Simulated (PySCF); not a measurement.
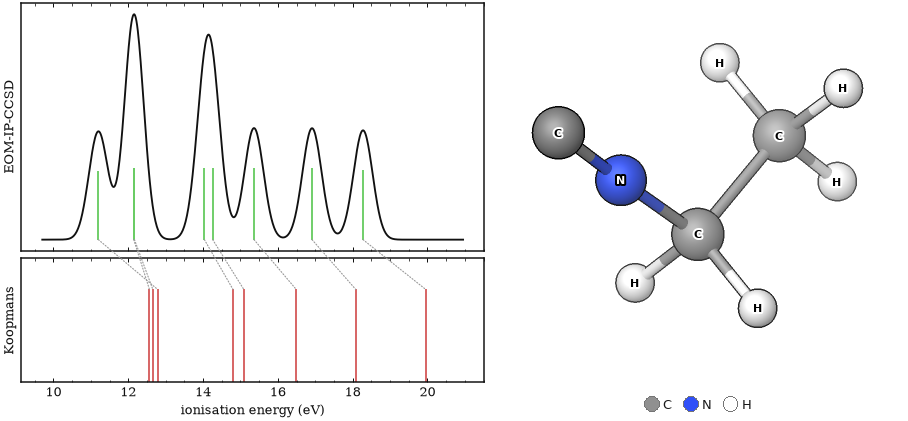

Valence photoelectron lines of C₃H₅N (ethyl isocyanide), SMILES [C-]#[N+]CC: vertical EOM-IP-CCSD/aug-cc-pVDZ (frozen core, PySCF 2.14.0, at a PBE0-D3(BJ)/def2-SVP geometry (no frequency check); 8 lines, one for each of the 8 highest orbitals, so a line of a deeper orbital can be missing among them) above, Hartree-Fock orbital energies with the sign turned below, non-relativistic; dotted lines join each line to its leading orbital. Stick heights are one-hole weights (summed over degenerate lines), not cross-sections; Gaussian width 0.60 eV.

### Do correlation and relaxation change the order of the lines?

Yes: in order of rising energy the holes are HOMO−2, HOMO, HOMO−1, HOMO−3, HOMO−4, HOMO−5, HOMO−6, HOMO−7. Some lines lie within 0.1 eV of each other, so their order isn't settled.

### What is the first vertical ionisation energy, and how far is Koopmans' value off?

11.20 eV from the HOMO−2; Koopmans gives 12.78 eV, 1.58 eV too high.

Caveats: small basis, so the lines can lie some tenths of an eV too low.
